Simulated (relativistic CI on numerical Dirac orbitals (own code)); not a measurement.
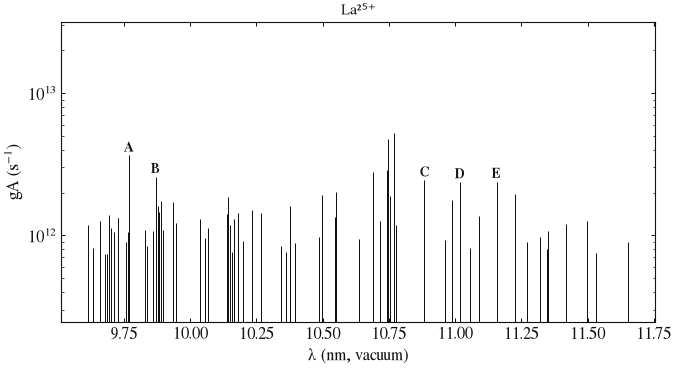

**Figure 1.** The stronger electric dipole lines (weighted rates gA) for La²⁵⁺ (lanthanum, Z = 57). A: 4s 4p² 4d ³F₄ → 4s 4p³ ³D°₃, 9.767 nm, gA = 3.7×10¹² s⁻¹; B: 4s² 4p 4d ³D°₃ → 4s² 4p² [4p₁/₂ 4p₃/₂] J = 2, 9.870 nm, gA = 2.6×10¹² s⁻¹; C: 4s² 4p 4d ¹F°₃ → 4s² 4p² [(4p₃/₂)²] J = 2, 10.88 nm, gA = 2.4×10¹² s⁻¹; D: 4s² 4p 4f J = 3 (even, mixed, level 110) → 4s² 4p 4d [4p₃/₂ 4d₅/₂] J = 2, 11.02 nm, gA = 2.4×10¹² s⁻¹; E: 4s² 4p 4f J = 2 (even, mixed, level 115) → 4s² 4p 4d ¹P°₁, 11.16 nm, gA = 2.4×10¹² s⁻¹. The strongest lettered line, A, lies in the soft X-ray region.

## Run report: La²⁵⁺, relativistic CI calculation

System: La²⁵⁺.
Method: Dirac-Coulomb-Breit CI, KLI orbitals optimised for each configuration, model QED (radiative potential, 1s self-energy scaled to tabulated hydrogen-like ionisation energies) (relativistic CI on numerical Dirac orbitals, in-house).

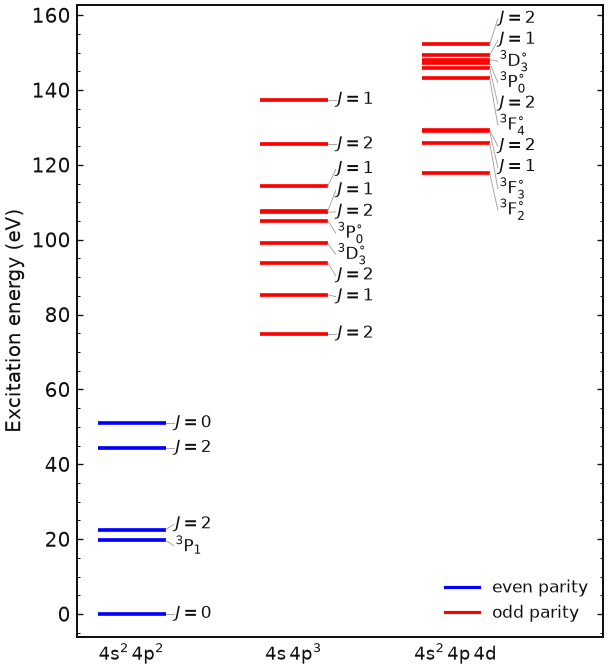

**Figure 2.** Level diagram of La XXVI (La²⁵⁺). The lowest level is 4s² 4p² [(4p₁/₂)²] J = 0. The first excited level, 4s² 4p² ³P₁, lies at 19.7 eV. The lowest level of opposite parity, 4s 4p³ [4s 4p₃/₂] J = 2, is at 74.9 eV. The levels are in intermediate coupling, nearer jj (mean leading weight 63 % in LS and 83 % in jj).

| Configuration | Level | E (eV) | Lifetime (s; – stable or not computed) |
| --- | --- | --- | --- |
| 4s² 4p² | [(4p₁/₂)²] J = 0 | 0 | – |
| 4s² 4p² | ³P₁ | 19.67 | 1.8×10⁻⁵ |
| 4s² 4p² | [4p₁/₂ 4p₃/₂] J = 2 | 22.52 | 1.8×10⁻³ |
| 4s² 4p² | [(4p₃/₂)²] J = 2 | 44.35 | 8.7×10⁻⁶ |
| 4s² 4p² | [(4p₃/₂)²] J = 0 | 50.94 | 4.8×10⁻⁶ |
| 4s 4p³ | [4s 4p₃/₂] J = 2 | 74.90 | 2.0×10⁻¹⁰ |
| 4s 4p³ | [4s 4p₃/₂] J = 1 | 85.31 | 2.0×10⁻¹¹ |
| 4s 4p³ | [4s 4p₁/₂ (4p₃/₂)²] J = 2 | 93.84 | 8.9×10⁻¹¹ |
| 4s 4p³ | ³D°₃ | 99.03 | 9.4×10⁻¹¹ |
| 4s 4p³ | ³P°₀ | 105.1 | 2.4×10⁻¹¹ |
| 4s 4p³ | [4s 4p₁/₂ (4p₃/₂)²] J = 2 | 107.3 | 2.3×10⁻¹¹ |
| 4s 4p³ | [4s 4p₁/₂ (4p₃/₂)²] J = 1 | 107.6 | 1.4×10⁻¹¹ |
| 4s 4p³ | [4s 4p₁/₂ (4p₃/₂)²] J = 1 | 114.2 | 4.3×10⁻¹² |
| 4s² 4p 4d | ³F°₂ | 117.8 | 2.1×10⁻¹¹ |
| 4s 4p³ | [4s (4p₃/₂)³] J = 2 | 125.5 | 1.8×10⁻¹¹ |
| 4s² 4p 4d | ³F°₃ | 125.9 | 1.6×10⁻¹¹ |
| 4s² 4p 4d | [4p₁/₂ 4d₃/₂] J = 1 | 129.0 | 2.3×10⁻¹² |
| 4s² 4p 4d | [4p₁/₂ 4d₅/₂] J = 2 | 129.3 | 4.0×10⁻¹² |

Input and output of the run follow.

### Input
```
atom La  Z=57  charge=25  electrons=32
nucleus A=139  rms_radius_fm=4.8550
hamiltonian dirac-coulomb  breit=on  qed=on  c_scale=1
orbitals kli  potential=per-configuration
slater_scale 1
correlation none
mixing on
configurations
  [Ar] 3d10 4s2 4p2
  [Ar] 3d10 4s 4p3
  [Ar] 3d10 4s2 4p 4d
  [Ar] 3d10 4p4
  [Ar] 3d10 4s 4p2 4d
  [Ar] 3d10 4s2 4p 4f
  [Ar] 3d10 4s 4p2 4f
  [Ar] 3d10 4p3 4d
  [Ar] 3d10 4s 4p 4d2
  [Ar] 3d10 4s2 4d 4f
  [Ar] 3d10 4p3 4f
  [Ar] 3d10 4s2 4d2
  [Ar] 3d10 4s 4d3
  [Ar] 3d10 4s 4d2 4f
  [Ar] 3d10 4p2 4d2
  [Ar] 3d10 4p 4d3
  [Ar] 3d10 4p 4d2 4f
  [Ar] 3d10 4s2 4f2
  [Ar] 3d10 4s 4d 4f2
  [Ar] 3d10 4s 4f3
  [Ar] 3d10 4p2 4f2
  [Ar] 3d10 4p 4d 4f2
  [Ar] 3d10 4p 4f3
  [Ar] 3d10 4s 4p 4d 4f
end
```

The run was one of a batch that the task file lists, launched with:
```bash
python <driver script> task.json out
```

The program writes its results to a structured record and prints no log; tables and figures of this report are taken from that record.

### Key numbers

- outcome: converged
- lowest level: 4s² 4p² [(4p₁/₂)²] J = 0
- first excited level: 4s² 4p² ³P₁, 158,686 cm⁻¹
- ionisation energy: 865.263 eV
- levels computed: 2824
- SCF iterations: 171
- hardware: 1 thread of AMD EPYC (Zen 3), 176 GiB of memory available, shared host
- wall time: 3 s

### Remarks

To bear in mind: only a limited list of configurations is included, so lower levels can be missing; only lines among the lowest 200 of 2824 levels are drawn, so those from 4s 4p 4d² and 4s 4p² 4f are incomplete.
